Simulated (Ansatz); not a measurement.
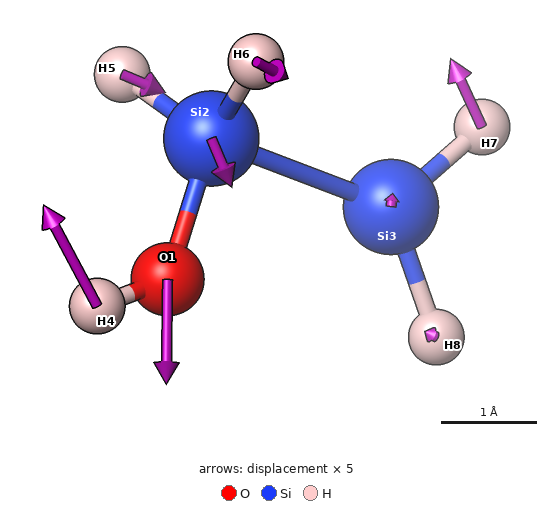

A relaxation of Si2H5O (charge +1). The starting structure is drawn; purple arrows show the displacements, magnified 5 times. The two geometries are superimposed by the best rigid fit.

Style: ball-and-stick. Shown at a tilt.

The run prepares the start of a later molecular dynamics calculation, from a guessed geometry.

Level of theory: Ansatz 0.2.0, RKS revPBE/STO-3G.

The input:
```yaml
crystal:
  periodic: [false, false, false]
  atoms:
    - { symbol: O, position_ang: [-1.52461, 0.15553, -0.5894] }
    - { symbol: Si, position_ang: [-0.08542, 0.83938, -0.3779] }
    - { symbol: Si, position_ang: [0.87873, -1.04207, 0.73519] }
    - { symbol: H, position_ang: [-2.31162, 0.5022, -1.00535] }
    - { symbol: H, position_ang: [0.64369, 1.07121, -1.62405] }
    - { symbol: H, position_ang: [-0.10358, 1.97267, 0.54609] }
    - { symbol: H, position_ang: [2.24542, -1.1645, 1.25556] }
    - { symbol: H, position_ang: [0.25739, -2.33441, 1.05986] }
total_charge: 1
basis:
  gaussian: { orbitals: STO-3G }
hamiltonian:
  xc: revpbe
relax:
  f_tol: 0.02
  max_steps: 40
```

Run as
```bash
ansatz run input.yaml --threads 1 --pin off --max-ram 2048MiB --backend cpu --events-out ev --progress --plain --runs-dir out
```

Describe the change and its energy.

H4 moves most after the best rigid fit: 0.25 Å. By element the largest moves are H 0.25 Å, O 0.23 Å, Si 0.12 Å. Some distances before and after: O1–Si2 1.607 → 1.742 Å, O1–H4 0.955 → 1.037 Å, Si2–Si3 2.389 → 2.309 Å, Si2–H5 1.462 → 1.471 Å. Among the angles between lasting bonds that change: Si2–O1–H4 129.8° → 104.3°, H7–Si3–H8 104.0° → 111.0°, Si2–Si3–H8 128.6° → 124.3°. Over 8 geometry steps the energy falls by 14.3 kcal/mol. Largest force component: 3.3 eV/Å at the start, 0.013 eV/Å at the end. Cost: 8.3 s on 1 thread of Intel(R) Xeon(R) 6975P-C (Granite Rapids), on a shared host, peak memory 0.12 GiB.

Limits of the set-up: STO-3G is a minimal basis, so the numbers are rough.
